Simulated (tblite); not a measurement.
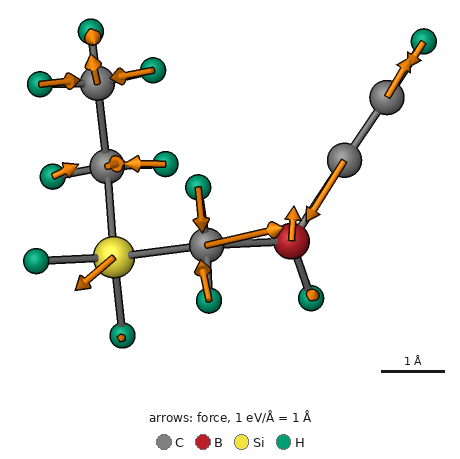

Starting geometry of C$_{5}$H$_{11}$BSi with the computed forces as orange arrows. Style: ball-and-stick. Shown at a tilt.

Theory: GFN2-xTB geometry optimisation, gas phase in tblite. 

What follows when this structure is relaxed?

It isn't relaxed: the largest force vector, on a C atom, is 1.69 eV/Å. The final displacements have little in common with the starting forces (cosine between the two patterns 0.09). The largest move after the best rigid fit is that of an H atom, 0.86 Å. By element the largest moves are H 0.86 Å, C 0.60 Å, B 0.17 Å, Si 0.05 Å. Near-neighbour distances that change, for instance: C–Si 1.864 → 1.919 Å, B–C 1.537 → 1.507 Å, B–C 1.583 → 1.555 Å, C–H 1.117 → 1.090 Å. Bond angles that change, for instance: B–C–H 109.0° → 112.9°, Si–C–H 108.7° → 106.0°, C–Si–H 109.9° → 107.3°. Groups turn about B–C by about 25°. Over 93 geometry steps the energy falls by 18.2 kJ/mol. The run took 0.51 s on 1 thread of Arm Neoverse V2 (shared host).
